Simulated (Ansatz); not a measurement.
# Geometry relaxation of SiHCl3

The run: geometry relaxation of SiHCl3. Method and program: RKS PBE0-D4/def2-TZVP (Ansatz 0.2.0).

Figures and captions count atoms from 1; the log counts them from 0 in places.

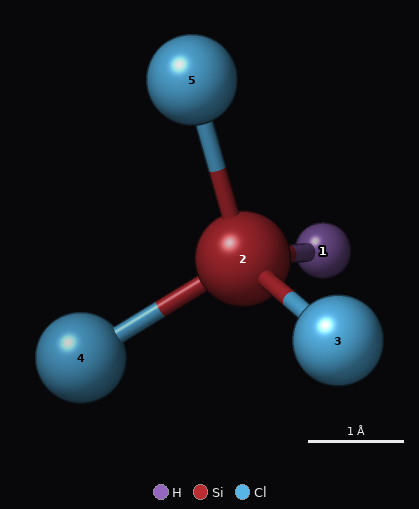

The starting structure (ball-and-stick view, seen at a tilt; atoms are numbered from 1 in the order of the input).

## Input file
```yaml
crystal:
  periodic: [false, false, false]
  atoms:
    - {symbol: H, position_ang: [2.410927, 0.111173, 1.208249]}
    - {symbol: Si, position_ang: [1.789013, 1.391889, 1.560639]}
    - {symbol: Cl, position_ang: [0.295602, 1.135274, 2.914707]}
    - {symbol: Cl, position_ang: [1.070461, 2.326586, -0.100669]}
    - {symbol: Cl, position_ang: [3.200155, 2.601527, 2.394825]}
basis:
  gaussian: {orbitals: def2-TZVP}
hamiltonian: {xc: pbe0, dispersion: d4}
relax: {f_tol: 0.005, max_steps: 200}
```

Hardware: 4 CPU threads, shared host.

Launched with:
```bash
ansatz run in.yaml --threads 4 --pin off --events-out ev --progress --plain --max-ram 66560MiB --backend cuda --devices 0, --max-vram 37GiB
```

## Output
```
Functional definition: PBE0
  name "PBE0"
  cite "Adamo & Barone, J. Chem. Phys. 110, 6158 (1999) doi:10.1063/1.478522"
  cite "Perdew, Burke & Ernzerhof, Phys. Rev. Lett. 77, 3865 (1996) doi:10.1103/PhysRevLett.77.3865"
  parent pbe
  parameter a = 0.25
  parameter kappa = 0.804
  parameter beta = 0.06672455060314922
  exchange = (1 - a)*pbe_x(kappa = kappa, mu = beta*pi^2/3) + a*exact_x
  correlation = pbe_c(beta = beta)
1116 factors; their error is unknown
mean field evaluation 1: about -45451.3231 eV, gradient 1.5e1 eV
mean field evaluation 2: about -45451.5651 eV, gradient 1.2e1 eV
mean field evaluation 4: about -45451.7929 eV, gradient 9.4e-1 eV
mean field evaluation 8: about -45451.9404 eV, gradient 1.4e-2 eV
mean field -45451.94041279 eV, -1670.3280017381 hartree, gradient 1.8e-5 eV, S^2 0.000000; 0 other end points of the search recorded, 0 dependent functions left out
the calculation of the forces begins
reference -45451.94044061 eV, -1670.3280027606 hartree; 33, 33 occupied and 121, 121 virtual orbitals, 1116 factors
relax step   1: F+E_penalty+E_count = -45452.09981139 eV  Δ(F+E_penalty+E_count) = +0.000e0 eV  max|allowed force component| = 4.046e-1 eV/Å  Δτ_max = 0.0000 Å  (24 SCF iters, accepted)
these checks for a lower state are left out or cut short: starts, cluster_reference, orbital_swaps, neighbouring_geometries, increment
1116 factors; their error is unknown
mean field evaluation 16: about -45451.8001 eV, gradient 3.0e-2 eV
mean field -45451.94522707 eV, -1670.3281786599 hartree, gradient 7.3e-5 eV, S^2 0.000000; 0 other end points of the search recorded, 0 dependent functions left out
the calculation of the forces begins
reference -45451.94525496 eV, -1670.3281796846 hartree; 33, 33 occupied and 121, 121 virtual orbitals, 1116 factors
relax step   2: F+E_penalty+E_count = -45452.10420808 eV  Δ(F+E_penalty+E_count) = -4.397e-3 eV  max|allowed force component| = 1.116e-1 eV/Å  Δτ_max = 0.0418 Å  (25 SCF iters, accepted)
these checks for a lower state are left out or cut short: starts, cluster_reference, orbital_swaps, neighbouring_geometries, increment
1116 factors; their error is unknown
mean field -45451.94889083 eV, -1670.3283133004 hartree, gradient 6.2e-5 eV, S^2 0.000000; 0 other end points of the search recorded, 0 dependent functions left out
the calculation of the forces begins
reference -45451.94891867 eV, -1670.3283143237 hartree; 33, 33 occupied and 121, 121 virtual orbitals, 1116 factors
relax step   3: F+E_penalty+E_count = -45452.10812790 eV  Δ(F+E_penalty+E_count) = -3.920e-3 eV  max|allowed force component| = 1.170e-2 eV/Å  Δτ_max = 0.0202 Å  (24 SCF iters, accepted)
these checks for a lower state are left out or cut short: starts, cluster_reference, orbital_swaps, neighbouring_geometries, increment
1116 factors; their error is unknown
mean field -45451.94887152 eV, -1670.3283125907 hartree, gradient 2.7e-5 eV, S^2 0.000000; 0 other end points of the search recorded, 0 dependent functions left out
the calculation of the forces begins
reference -45451.94889936 eV, -1670.3283136139 hartree; 33, 33 occupied and 121, 121 virtual orbitals, 1116 factors
relax step   4: F+E_penalty+E_count = -45452.10814252 eV  Δ(F+E_penalty+E_count) = -1.462e-5 eV  max|allowed force component| = 2.561e-3 eV/Å  Δτ_max = 0.0010 Å  (19 SCF iters, accepted)
1116 factors; their error is unknown
mean field evaluation 32: about -45451.5897 eV, gradient 1.2e1 eV
```

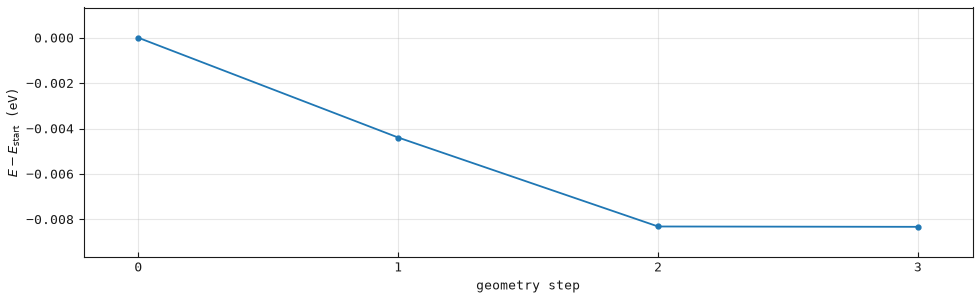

Progress of the relaxation, step by step (the first geometry is step 0 here and step 1 in the log).

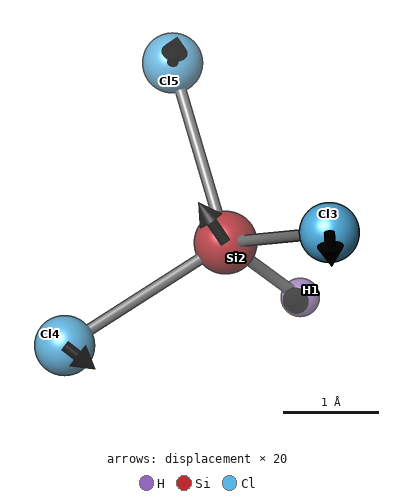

The starting structure with the displacements as black arrows, magnified 20 times (ball-and-stick view, seen at a tilt). The two geometries are laid on each other by the best rigid fit. The atom that moves furthest after the best rigid fit is Si2 (0.026 Å). By element the largest moves are Si 0.026 Å, Cl 0.021 Å, H 0.021 Å. Distances before and after: Si2–Cl4 2.037 → 2.030 Å. Over 3 geometry steps the energy falls by 0.008 eV. The largest force component goes from 0.4 to 0.0026 eV/Å. (Atoms are counted from 1 in the order of the input.)

```
mean field -45451.94887152 eV, -1670.3283125907 hartree, gradient 2.7e-5 eV, S^2 0.000000; 1 other end points of the search recorded, 0 dependent functions left out
the calculation of the forces begins
reference -45451.94889936 eV, -1670.3283136139 hartree; 33, 33 occupied and 121, 121 virtual orbitals, 1116 factors
Total energy: -45452.10817036 eV, -1670.3341667154 hartree
Atom 0 at     2.392219     0.120171     1.208932 Å, force     0.000685    -0.001395    -0.000383 eV/Å
Atom 1 at     1.798383     1.414895     1.568244 Å, force    -0.001584     0.002561     0.000725 eV/Å
Atom 2 at     0.294064     1.122313     2.899117 Å, force     0.000902    -0.000008    -0.000671 eV/Å
Atom 3 at     1.062937     2.307243    -0.099868 Å, force     0.000493    -0.000538     0.000709 eV/Å
Atom 4 at     3.218555     2.601827     2.401326 Å, force    -0.000495    -0.000619    -0.000381 eV/Å
Dipole moment:     0.065493    -0.142700    -0.039604 e Å
```

## Trajectory as extended XYZ (Å, eV, eV/Å), 4 frames, from step=1 to step=4
```
5
Properties=species:S:1:pos:R:3:forces:R:3 step=1 energy=-45452.09981
H     2.4109    0.1112    1.2082   -0.0712  -0.0686  -0.0312
Si    1.7890    1.3919    1.5606    0.0586   0.4046   0.0742
Cl    0.2956    1.1353    2.9147    0.0241  -0.0784  -0.1107
Cl    1.0705    2.3266   -0.1007    0.0030  -0.1687   0.0943
Cl    3.2002    2.6015    2.3948   -0.0145  -0.0888  -0.0266
5
Properties=species:S:1:pos:R:3:forces:R:3 step=2 energy=-45452.10421
H     2.3815    0.1272    1.2091    0.0609   0.0176   0.0182
Si    1.8049    1.4281    1.5742   -0.0085  -0.1086  -0.0470
Cl    0.2893    1.1144    2.8862    0.0135   0.0514   0.0676
Cl    1.0523    2.2931   -0.1008    0.0457   0.0751   0.0123
Cl    3.2382    2.6036    2.4092   -0.1116  -0.0354  -0.0511
5
Properties=species:S:1:pos:R:3:forces:R:3 step=3 energy=-45452.10813
H     2.3921    0.1205    1.2090    0.0026  -0.0040  -0.0009
Si    1.7985    1.4151    1.5684   -0.0059   0.0117   0.0026
Cl    0.2936    1.1219    2.8992    0.0096   0.0034  -0.0069
Cl    1.0626    2.3070   -0.1005    0.0054  -0.0037   0.0113
Cl    3.2195    2.6019    2.4017   -0.0117  -0.0073  -0.0061
5
Properties=species:S:1:pos:R:3:forces:R:3 step=4 energy=-45452.10814
H     2.3922    0.1202    1.2089    0.0007  -0.0014  -0.0004
Si    1.7984    1.4149    1.5682   -0.0016   0.0026   0.0007
Cl    0.2941    1.1223    2.8991    0.0009   0.0000  -0.0007
Cl    1.0629    2.3072   -0.0999    0.0005  -0.0005   0.0007
Cl    3.2186    2.6018    2.4013   -0.0005  -0.0006  -0.0004
```

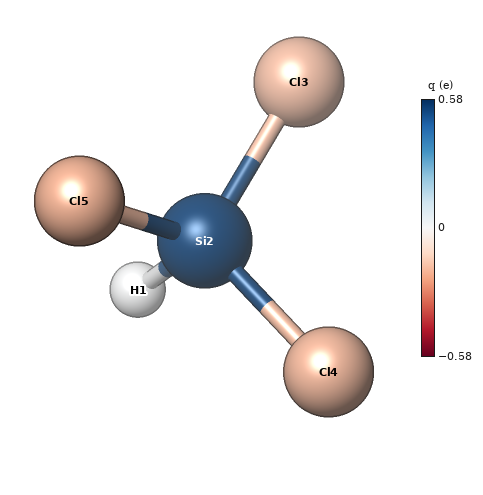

Mulliken charges, as the colour of each atom (ball-and-stick view, seen at a tilt; atoms are numbered from 1 in the order of the input; Mulliken charges depend strongly on the basis). By element: H +0.01, Si +0.55 and Cl −0.19 e.

## Key numbers

- outcome: converged
- total energy: −45452.1082 eV
- mean-field energy: −45451.9489 eV
- dispersion energy: −0.1593 eV
- SCF solution under orbital rotations: stable
- largest force (length of the vector) at the end: 0.003 eV/Å
- dipole moment: 0.78 D
- wall time: 7 s (CPU time 8.9 s)
- peak memory: 0.89 GiB
